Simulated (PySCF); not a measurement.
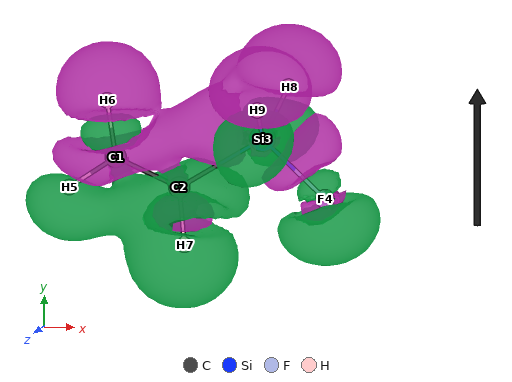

Figure. C₂H₅FSi, SMILES `C=C[SiH2]F`. Change of the electron density in a uniform field of 0.51 V/Å along +y (arrow), surfaces at ±0.002 e/Å³ (green: gain, purple: loss).

Method: PBE/6-311+G**; geometry: GFN2-xTB; program: PySCF. No frequency check shows the geometry to be a minimum. The basis has diffuse s and p functions alone, which still leaves polarisabilities too small, most of all across bonds.

The calculation's input:

```python
import numpy as np
from pyscf import gto, scf, dft
from pyscf.scf import atom_ks, atom_hf
from scipy.linalg import block_diag

def solve(mol, dm0=None, hcore=None):
    mf = (dft.UKS if mol.spin else dft.RKS)(mol, xc='pbe')
    mf.grids.level = 3
    mf = mf.density_fit(auxbasis='def2-universal-jkfit')
    mf.conv_tol, mf.max_cycle = 1e-8, 80
    if hcore is not None:
        mf.get_hcore = lambda *args: hcore
    mf.kernel(dm0)
    if not mf.converged:
        mf = mf.newton().run(mf.mo_coeff, mf.mo_occ, max_cycle=30)
    assert mf.converged, 'SCF not converged'
    return mf

mol = gto.M(atom='''
C     -2.22594     0.01572    -0.00051
C     -1.00735    -0.50311     0.00062
Si     0.58694     0.48941     0.00047
F      1.78138    -0.59468    -0.00087
H     -3.11736    -0.59316    -0.00049
H     -2.38929     1.08169    -0.00207
H     -0.91081    -1.58341     0.00205
H      0.78314     1.26060    -1.21994
H      0.78443     1.25895     1.22093
''', basis='6-311+g**', charge=0, spin=0, verbose=4)
field = np.array([0.0, 0.01, 0.0])  # atomic units
mol.set_common_orig(mol.atom_charges() @ mol.atom_coords() / mol.atom_charges().sum())
mf = solve(mol)
out = dict(dm0=mf.make_rdm1(), d0=mf.dip_moment(unit='AU'), e0=mf.e_tot)
for name, sign in (('p', 1), ('m', -1)):
    h = mf.get_hcore() + sign * np.einsum('x,xij->ij', field, mol.intor('int1e_r'))
    mi = solve(mol, mf.make_rdm1(), h)
    out.update({'dm' + name: mi.make_rdm1(), 'd' + name: mi.dip_moment(unit='AU'), 'e' + name: mi.e_tot})
# spherically averaged free atoms, for the promolecule
atm = atom_ks.get_atm_nrks(mol, xc='pbe')
pro = block_diag(*[(atm[a[0]][2] * atm[a[0]][3]) @ atm[a[0]][2].T for a in mol._atom])
np.savez('result.npz', pro=pro, **out)
```

Launched as:

```sh
OMP_NUM_THREADS=1 python input.py
```

The run took 60 s on 1 thread of Arm Neoverse V1 (shared host), peak memory 0.47 GiB.

Partitions, critical points and surface values were worked out afterwards from this run's density.

What dipole is induced, and what polarisability does it imply?

Answer. The induced dipole is 1.15 D (along the field); α along this axis, from the fields in both directions, is 45 bohr³ (6.7 Å³).

Which atoms gain and lose the most charge?

Answer. Electrons gather most on H7 (Hirshfeld charge changes by −0.023 e) and leave H6 most (+0.018 e); 0.116 electrons are displaced in all.
